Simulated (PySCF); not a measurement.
## Si$_{6}$H$_{12}$O: NMR shielding calculation

System: Si$_{6}$H$_{12}$O, SMILES [SiH3]O[SiH]1[SiH2][SiH2][SiH2][SiH2]1.
Method: GIAO PBE0/pcSseg-1 NMR shielding, non-relativistic, gas phase (PySCF 2.14.0).

The geometry comes from this level: PBE0-D3(BJ)/def2-SVP. It belongs to a series of runs on one base structure; here: H on Si replaced by OSiH3. Figures and captions count atoms from 1; the log counts them from 0 in places.

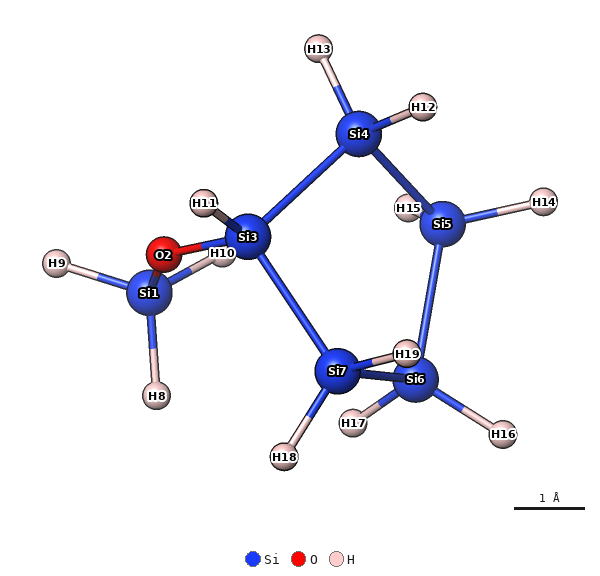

The structure as given in the input (ball-and-stick view, seen at a tilt; atoms are numbered from 1 in the order of the input).

Summary:

| quantity | value |
| --- | --- |
| outcome | converged |
| total energy | −1818.587712 hartree |
| HOMO | −7.38 eV |
| LUMO | −1.39 eV |
| dipole moment | 0.25 D |
| isotropic shielding, Si | 349.9 to 466.3 ppm |
| isotropic shielding, O | 338.1 ppm |
| isotropic shielding, H | 25.2 to 28.1 ppm |
| hardware | 1 CPU thread, shared host |
| wall time | 61 s |
| peak memory | 1.1 GiB |

The input:
```
{"job": {"kind": "nmr", "xc": "PBE0", "basis": "pcSseg-1"}, "charge": 0, "multiplicity": 1}
Si    -2.329752     0.382578     1.326447
O     -2.218053     0.096015    -0.304713
Si    -1.065690    -0.138723    -1.492440
Si     0.286338    -1.994033    -0.952844
Si     1.702138    -1.199829     0.762157
Si     1.670225     1.159497     0.566141
Si     0.524726     1.598250    -1.444138
H     -1.991121     1.806011     1.625335
H     -3.723294     0.092933     1.762839
H     -1.374505    -0.503222     2.063545
H     -1.782654    -0.279228    -2.793841
H      1.132694    -2.312292    -2.148685
H     -0.482667    -3.214123    -0.555056
H      3.092289    -1.731604     0.605911
H      1.183590    -1.604896     2.106137
H      3.044550     1.748978     0.594960
H      0.882147     1.729504     1.705592
H     -0.045708     2.979349    -1.508478
H      1.467059     1.392990    -2.592020
```

The first line tells a small driver script what to run in PySCF; the rest is the geometry in Å.

Launch command:
```bash
OMP_NUM_THREADS=1 python <driver script> task.json out
```

Output:
```
coarse grid: 18272 points
cycle   1  E = -1818.4418266478  dE =  8.206e-02  |g| = 7.455e-01  |ddm| = 4.016e+00
cycle   2  E = -1818.1688218950  dE =  2.730e-01  |g| = 1.381e+00  |ddm| = 2.082e+00
cycle   3  E = -1818.5393266729  dE = -3.705e-01  |g| = 8.617e-02  |ddm| = 1.667e+00
cycle   4  E = -1818.5408882311  dE = -1.562e-03  |g| = 2.997e-02  |ddm| = 1.635e-01
cycle   5  E = -1818.5411383094  dE = -2.501e-04  |g| = 7.260e-03  |ddm| = 6.279e-02
cycle   6  E = -1818.5411566541  dE = -1.834e-05  |g| = 1.427e-03  |ddm| = 1.560e-02
cycle   7  E = -1818.5411572606  dE = -6.065e-07  |g| = 3.060e-04  |ddm| = 2.526e-03
final grid: 147232 points
cycle   8  E = -1818.5877045059  dE = -1.596e-05  |g| = 6.645e-03  |ddm| = 2.600e-02
cycle   9  E = -1818.5876916401  dE =  1.287e-05  |g| = 1.060e-02  |ddm| = 1.309e-02
cycle  10  E = -1818.5877114065  dE = -1.977e-05  |g| = 7.505e-04  |ddm| = 8.968e-03
cycle  11  E = -1818.5877115044  dE = -9.789e-08  |g| = 1.689e-04  |ddm| = 1.121e-03
cycle  12  E = -1818.5877115150  dE = -1.058e-08  |g| = 2.385e-05  |ddm| = 3.569e-04
cycle  13  E = -1818.5877115152  dE = -2.060e-10  |g| = 5.379e-06  |ddm| = 5.716e-05
```

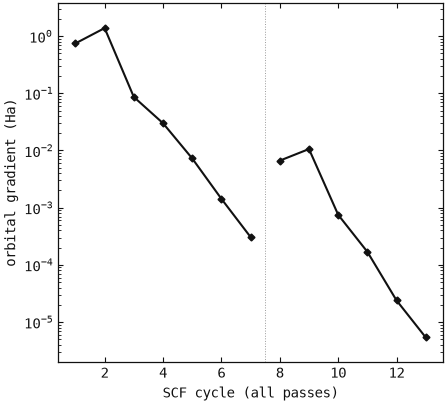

Convergence of the self-consistent field: orbital gradient against the SCF cycle. The dotted line marks the change from a coarse to the final integration grid. The first 7 cycles use a coarse grid, the final grid takes over at cycle 8, and the field converges after 13 cycles in all.

```
converged SCF energy = -1818.5877115152

GIAO shielding tensors (ppm)
atom      isotropic    diamagn.    paramagn.     s11        s22        s33       span
  0 Si     385.926     879.010    -493.084    340.797    352.604    464.377    123.580
  1 O      338.130     400.381     -62.251    247.755    369.678    396.958    149.203
  2 Si     349.917     879.058    -529.142    277.923    326.680    445.148    167.225
  3 Si     465.277     881.815    -416.538    453.139    466.476    476.217     23.078
  4 Si     465.773     881.404    -415.630    461.336    464.759    471.225      9.890
  5 Si     465.865     881.810    -415.945    454.904    466.543    476.149     21.245
  6 Si     466.272     882.121    -415.849    454.011    467.660    477.146     23.135
  7 H       26.428      29.865      -3.437     23.005     25.598     30.681      7.676
  8 H       26.419      27.790      -1.371     22.768     24.118     32.370      9.602
  9 H       26.550      31.102      -4.552     22.406     27.812     29.432      7.026
 10 H       25.166      28.520      -3.355     22.015     23.497     29.985      7.970
 11 H       28.074      30.057      -1.983     24.839     25.035     34.348      9.508
 12 H       27.562      29.518      -1.956     24.143     24.544     33.999      9.856
 13 H       27.563      29.432      -1.870     23.580     24.696     34.412     10.831
 14 H       27.555      29.938      -2.382     24.394     24.741     33.530      9.136
 15 H       27.459      29.539      -2.080     23.439     24.601     34.337     10.898
 16 H       27.522      30.845      -3.323     24.355     25.166     33.046      8.692
 17 H       27.517      29.699      -2.182     24.191     24.346     34.013      9.822
 18 H       28.117      30.265      -2.147     24.803     25.258     34.292      9.489
```

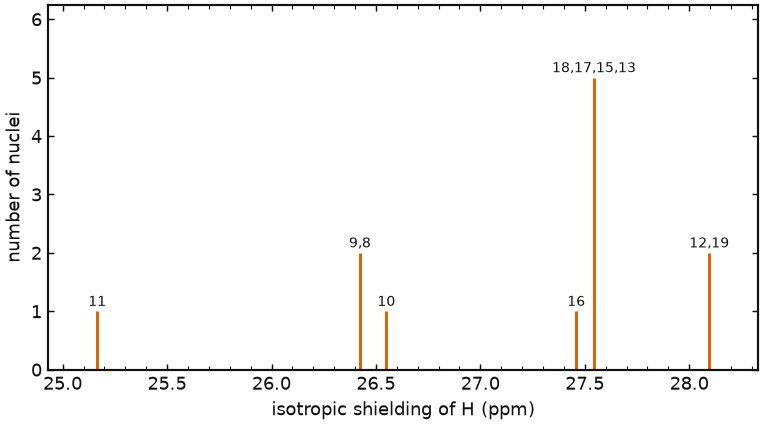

Isotropic shieldings of the hydrogen nuclei in this fixed geometry, labelled by atom number; shielding grows to the right, so chemical shift grows to the left. The least shielded is H11 (25.2 ppm), the most shielded H19 (28.1 ppm).

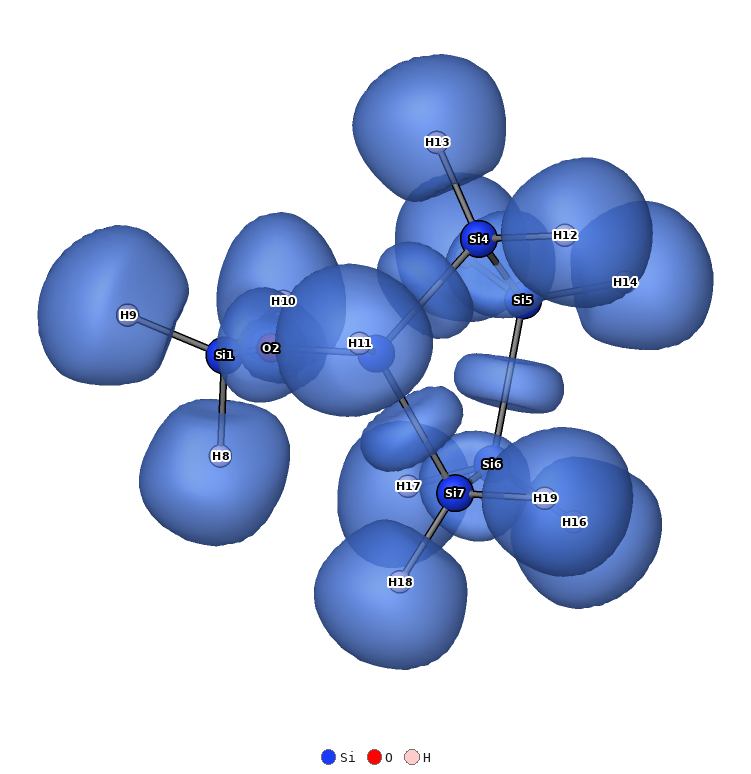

Isosurface of the ELF at 0.8 (blue), seen face on. Core shells and regions of very low density are left out. Along the contacts the grid gives the following.

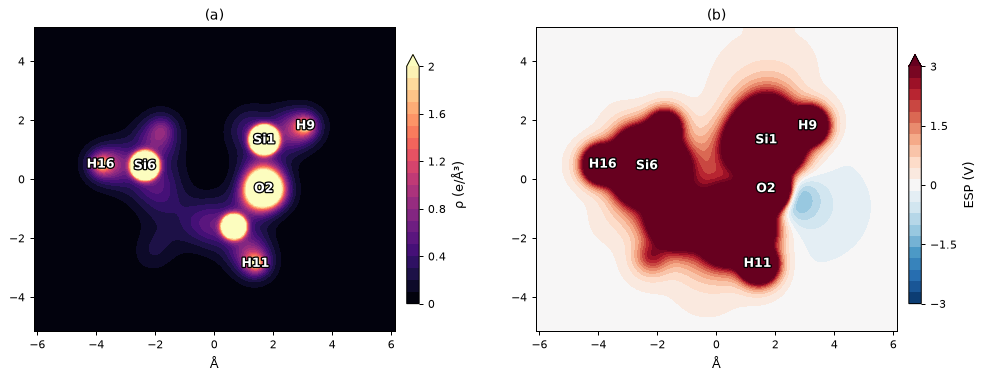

(a) total electron density; (b) electrostatic potential on the plane of atoms O2, Si1 and H9. The section cuts through Si, O and H sites. Si–H (1.49 Å): ρ at the midpoint is about 0.8 e/Å³.
